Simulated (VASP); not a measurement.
Band structure of Cl₂ (space group Cmce). Calculation: PBE GGA, VASP's PBE PAW potentials (set 64) (plane waves; VASP).

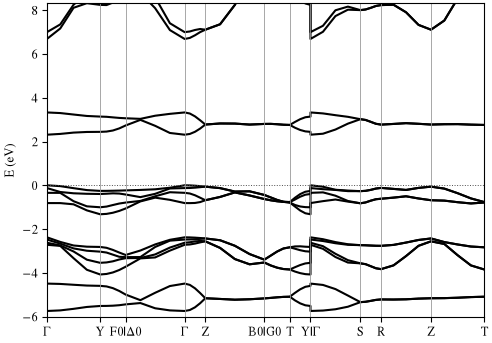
Figure: Bands along high-symmetry lines, zero at the valence-band maximum or, without a gap, the Fermi level

Q: Read the plot: is there a gap, and where are the band edges?

A: The gap is direct, 2.31 eV, from the valence maximum at Γ to the conduction minimum at Γ.

The structure comes from a computed database's Cl2 entry; how it stands against other phases isn't given here. The cell was not relaxed at this level.
